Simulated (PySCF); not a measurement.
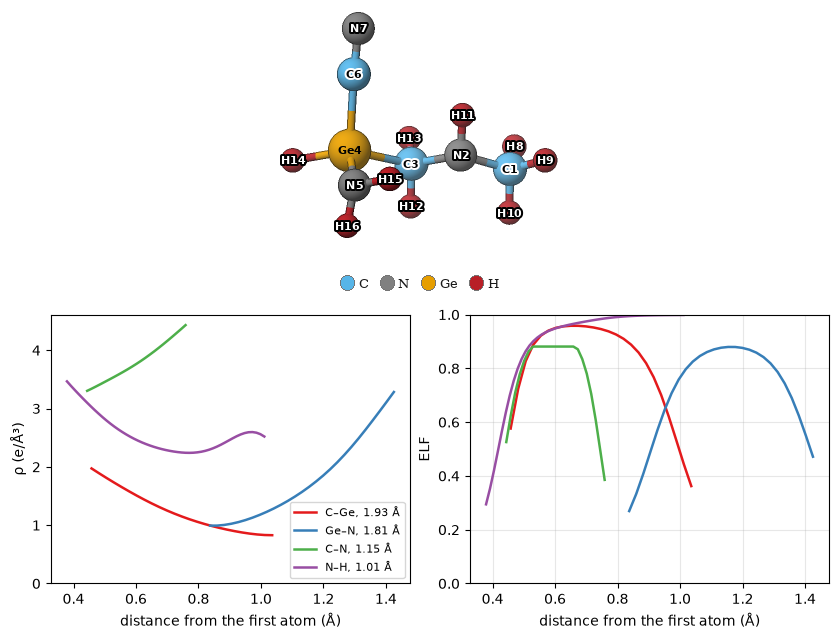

The picture shows: C3H9GeN3. Electron density and ELF along straight lines between neighbouring atoms. The curves leave out the atomic cores. The structure is drawn too.

Geometry: GFN2-xTB.

These are results of CAM-B3LYP/def2-SVPD, SCF density, gas phase in PySCF 2.14.0, not measurements.

```
atom    x (Å)    y (Å)    z (Å)
   C   2.4110  -0.3318   0.3655
   N   1.0157   0.0628   0.3345
   C   0.2841  -0.5168  -0.7765
  Ge  -1.6304  -0.0096  -0.4821
   N  -2.2726  -0.3178   1.1819
   C  -1.6824   1.9085  -0.6632
   N  -1.6452   3.0447  -0.8019
   H   2.9514  -0.0832  -0.5594
   H   2.9014   0.1619   1.2028
   H   2.4662  -1.4108   0.5158
   H   0.9616   1.0778   0.2674
   H   0.3847  -1.6041  -0.7232
   H   0.6621  -0.2028  -1.7596
   H  -2.6377  -0.5669  -1.4583
   H  -1.7207   0.0813   1.9308
   H  -2.4570  -1.2842   1.4140
```

What can be read from the curves?

C–Ge (1.93 Å): the density is about 0.86 e/Å³ at the midpoint; the ELF peaks at about 0.95 in the valence shell of C, 0.7 Å from its nucleus, and is about 0.60 at the midpoint.
Ge–N (1.81 Å): ρ is about 1 e/Å³ halfway; the ELF peaks at about 0.90 in the valence shell of N, 0.7 Å from its nucleus, and is about 0.50 at the midpoint.
C–N (1.15 Å): ρ is about 3.7 e/Å³ halfway; the ELF peaks at about 0.90 between the atoms; a short, multiple covalent bond.
N–H (1.01 Å): the density is about 2.8 e/Å³ at the midpoint; the ELF climbs to about 1 towards the hydrogen, as it does in any bond to H (a covalent bond by its length).
